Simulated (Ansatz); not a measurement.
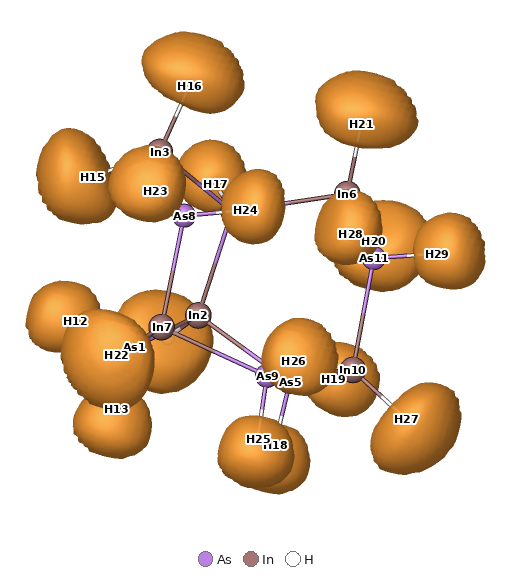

Figure. As6H18In5 (charge +1). Isosurface of the ELF at 0.9 (orange), seen at a tilt. Only the valence region is drawn (cores and ρ < 0.01 e/Å³ removed).

Geometry: r2SCAN-D4/def2-SVP; core potentials replace the inner electrons of In.

All numbers below come from Ansatz, RKS PBE0-D4/def2-TZVP.

```
atom    x (Å)    y (Å)    z (Å)
  As   0.1374  -2.2303  -1.9935
  In  -2.2196  -1.2831  -1.0139
  In   0.0942  -2.7209   2.5620
  As  -1.7541  -1.0139   1.5492
  As  -1.8627   1.2321  -1.9928
  In  -2.3143   1.4398   2.5593
  In   2.5727  -1.3453  -1.2874
  As   2.2856  -1.4895   1.3470
  As   2.2167   1.2808  -1.8129
  In   0.1195   2.9001  -1.2846
  As  -0.1483   2.7204   1.3495
   H   0.1711  -3.7171  -1.7342
   H   0.0798  -2.3007  -3.5018
   H  -3.5624  -2.0587  -1.7432
   H   0.0414  -4.1483   1.6062
   H   0.2804  -2.3802   4.2270
   H  -3.0023  -1.7366   2.0220
   H  -1.9499   1.2170  -3.5012
   H  -3.1346   2.0035  -1.7358
   H  -3.5737   2.1066   1.5985
   H  -1.9324   1.4324   4.2258
   H   3.9133  -2.0277  -2.1036
   H   3.5961  -2.0892   1.8002
   H   2.5669  -0.0827   1.8247
   H   2.5298   1.4625  -3.2802
   H   3.4410   1.9877  -1.2803
   H   0.1973   4.4031  -2.0993
   H   1.2093   2.2554   1.8260
   H  -0.0078   4.1540   1.8052
```

**Identify the bonds, lone pairs and shells in this picture.**

At this value the surface marks out 18 regions around hydrogen nuclei. Profiles from the grid: In–As (2.62 Å): the ELF peaks at about 0.80 between the atoms: a covalent bond. As–H (1.51 Å): the ELF climbs to about 1 towards the hydrogen, as it does in any bond to H.
